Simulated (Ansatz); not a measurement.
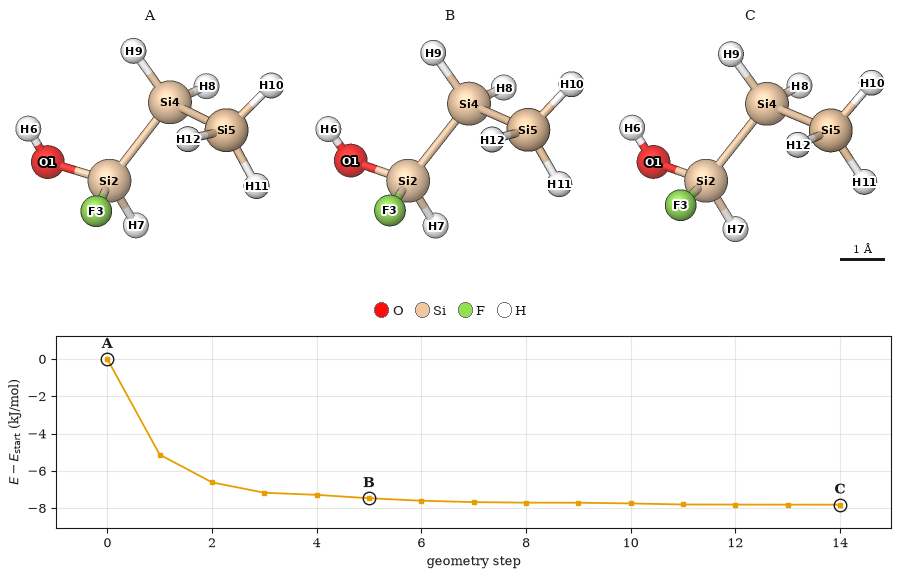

Frames of a relaxation of Si3H7OF, marked on the history of the run. Style: ball-and-stick. Shown from a free direction.

The start comes from PBE-D4/def2-SVP.

Theory: Ansatz, RKS PBE0-D4/def2-TZVP.

Input
```yaml
crystal:
  periodic: [false, false, false]
  atoms:
    - {symbol: O, position_ang: [-3.023277, 0.000807, 0.304195]}
    - {symbol: Si, position_ang: [-1.457560, -0.372934, 0.752517]}
    - {symbol: F, position_ang: [-0.915253, 0.690039, 1.889473]}
    - {symbol: Si, position_ang: [0.116323, -0.202990, -0.993559]}
    - {symbol: Si, position_ang: [2.201544, 0.252452, -0.006924]}
    - {symbol: H, position_ang: [-3.121685, 0.784524, -0.264511]}
    - {symbol: H, position_ang: [-1.543723, -1.721397, 1.396894]}
    - {symbol: H, position_ang: [0.147051, -1.473973, -1.803284]}
    - {symbol: H, position_ang: [-0.276891, 0.930256, -1.910930]}
    - {symbol: H, position_ang: [3.313877, 0.244352, -1.021293]}
    - {symbol: H, position_ang: [2.492393, -0.789444, 1.039541]}
    - {symbol: H, position_ang: [2.144101, 1.602910, 0.651881]}
basis:
  gaussian: {orbitals: def2-TZVP}
hamiltonian: {xc: pbe0, dispersion: d4}
relax: {f_tol: 0.005, max_steps: 150}
```

Launched with:
```bash
ansatz run in.yaml --threads 4 --pin off --events-out ev --progress --plain --max-ram 10444MiB
```

**Describe the path.**

F3 moves most after the best rigid fit: 0.39 Å. By element the largest moves are F 0.39 Å, H 0.36 Å, O 0.22 Å, Si 0.14 Å. Some distances before and after: Si2–F3 1.648 → 1.604 Å, O1–Si2 1.671 → 1.636 Å, Si5–H12 1.504 → 1.486 Å, Si4–H8 1.507 → 1.490 Å. Among the angles between lasting bonds that change: Si2–Si4–Si5 107.2° → 110.9°, Si2–O1–H6 115.6° → 118.6°, F3–Si2–Si4 104.2° → 106.4°. After 14 geometry steps the energy has fallen by 7.81 kJ/mol. The largest force component goes from 0.91 to 0.0048 eV/Å. Cost: 63 s on 4 threads of Arm Neoverse V1, on a shared host. From step 0 to 5: F3 moves most (0.16 Å), energy −7.46 kJ/mol. From step 5 to 14: H6 moves most (0.27 Å), energy −0.35 kJ/mol.

```tsv
step	E − E(0), kJ/mol	largest force component, eV/Å
0	0.00	0.9147
1	-5.12	0.6178
2	-6.61	0.2630
3	-7.17	0.0866
4	-7.28	0.0691
5	-7.46	0.0351
6	-7.60	0.0146
7	-7.67	0.0825
8	-7.70	0.0592
9	-7.71	0.0910
10	-7.74	0.0902
11	-7.80	0.0096
12	-7.81	0.0047
13	-7.81	0.0054
14	-7.81	0.0048
```
